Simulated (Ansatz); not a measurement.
# Ligand exchange: SiH2(CH3)Br + GaH2(NH2) → SiH2(CH3)(NH2) + GaH2Br

Species: SiH2(CH3)Br, singlet; GaH2(NH2), singlet; SiH2(CH3)(NH2), singlet; GaH2Br `[GaH2][Br]`, singlet. The partners trade Br for NH2: Si–Br and Ga–NH2 bonds give way to Si–NH2 and Ga–Br.

Shapes, held fixed at every level: PBE0-D4/def2-TZVP. Flexible molecules stand in one conformer, not always the lowest. Programs: Ansatz 0.2.0. The zero-point and thermal change to 298 K, harmonic and unscaled (PBE0-D4/def2-TZVP), is -0.1 kJ/mol.

```
               level                    kind  ΔH(298 K) (kJ/mol)  less CCSD(T)/def2-TZVPP  CPU time (sum over the molecules)
         HF/def2-SVP            Hartree–Fock               -47.9                    -15.3                                  –
r2SCAN-D4/def2-TZVPP                meta-GGA               -32.9                     -0.3                               20 s
  wB97M-V/def2-TZVPP  range-separated hybrid               -35.3                     -2.7                               46 s
  wB97X-V/def2-TZVPP  range-separated hybrid               -34.1                     -1.5                               33 s
        MP2/def2-SVP     perturbation theory               -27.2                     +5.4                                  –
    CCSD(T)/def2-SVP   coupled cluster or CI               -27.9                     +4.7                               12 s
  CCSD(T)/def2-TZVPP   coupled cluster or CI               -32.6                      0.0                            2.9 min
```

The highest level, CCSD(T)/def2-TZVPP, gives ΔH(298 K) = -32.6 kJ/mol; the levels span -47.9 to -27.2. The column of differences is taken from that level and isn't an error. No measured value is set beside it here. Relativity is left out for Br, Ga. Outer-core shells of Br, Ga are correlated in most correlated rows, in sets that cover them unevenly. Times are processor times on shared x86 and Arm servers, and rough.

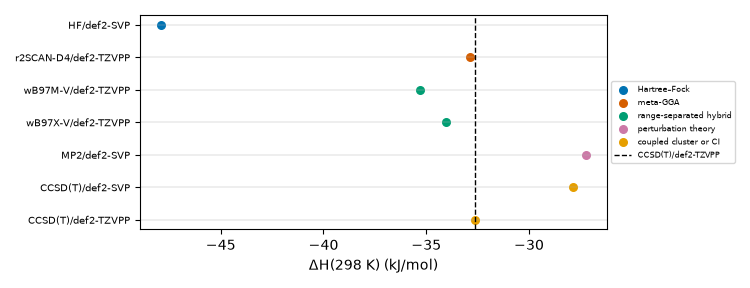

The values of the table, level by level.
